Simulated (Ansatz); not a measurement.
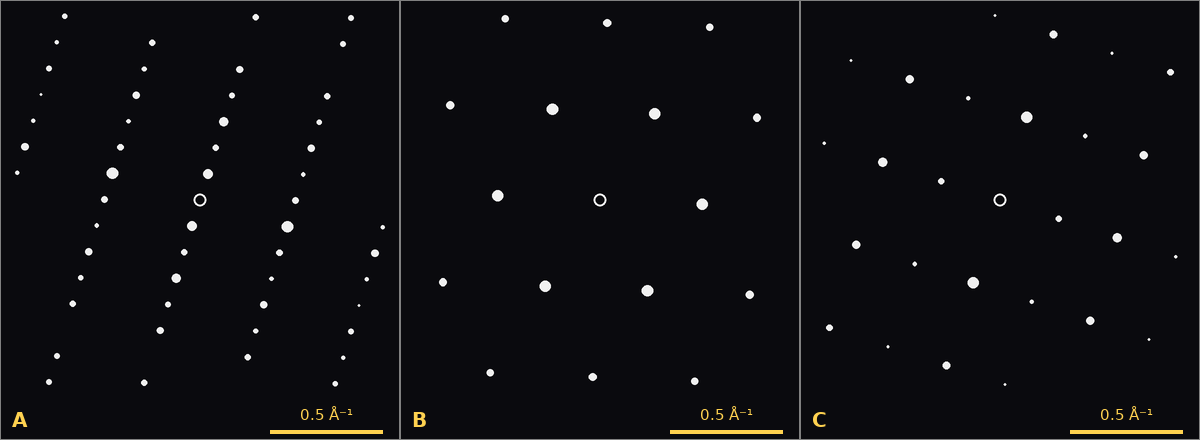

Kinematic electron diffraction patterns (300 kV, B = 0.5 Å², same scale, each along a low-index zone) of three structures of composition NaAl, each relaxed at zero pressure with DFT PBE, scalar-relativistic, plane waves, PAW (Ansatz).

The structures (standard cells):
1. Fm-3m (No. 225), a = 6.145 Å, 8 atoms; generated start, possibly hypothetical
2. Pmmn (No. 59), a = 3.031 Å, b = 4.069 Å, c = 8.147 Å, 4 atoms; generated start, possibly hypothetical
3. Pm-3m (No. 221), a = 3.611 Å, 2 atoms; generated start, possibly hypothetical

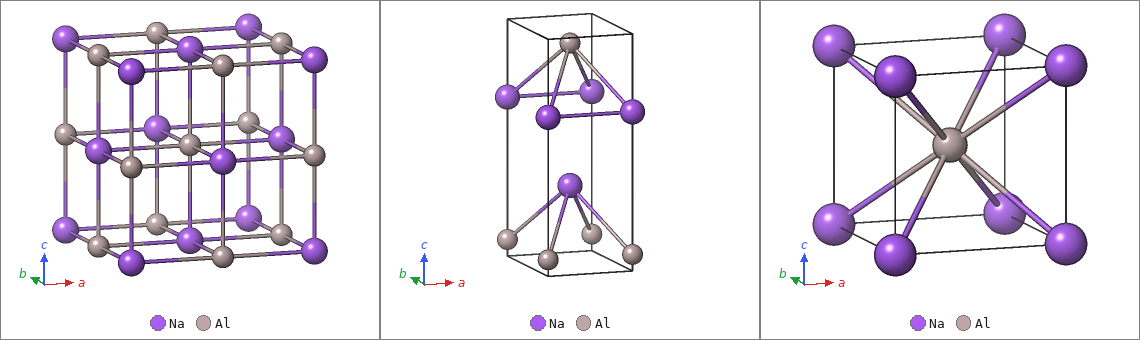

Drawings of the structures 1 to 3, from left to right (each may span several cells).

Which pattern belongs to which structure, and along which zone?

A is structure 2 along [110] or an equivalent direction: rectangular net of 0 0 1 at d = 8.15 Å and 1 -1 0 at d = 2.43 Å, 90.0° apart (some points of this net are extinct or too weak to see). B is structure 1 along [111] or an equivalent direction: hexagonal net of -2 2 0 at d = 2.17 Å and -2 0 2 at d = 2.17 Å, 60.0° apart. C is structure 3 along [110] or an equivalent direction: rectangular net of 0 0 1 at d = 3.61 Å and 1 -1 0 at d = 2.55 Å, 90.0° apart.

Which structure lies lowest at this level of theory, and by how much?

Structure 2 (Pmmn, 25.12 Å³ an atom) is the lowest of these; structure 3 (Pm-3m, 23.55 Å³ an atom) lies about 200 meV an atom higher; structure 1 (Fm-3m, 29.01 Å³ an atom) lies about 500 meV an atom higher. These are static energies at 0 K; other structures, not shown, may lie lower still.
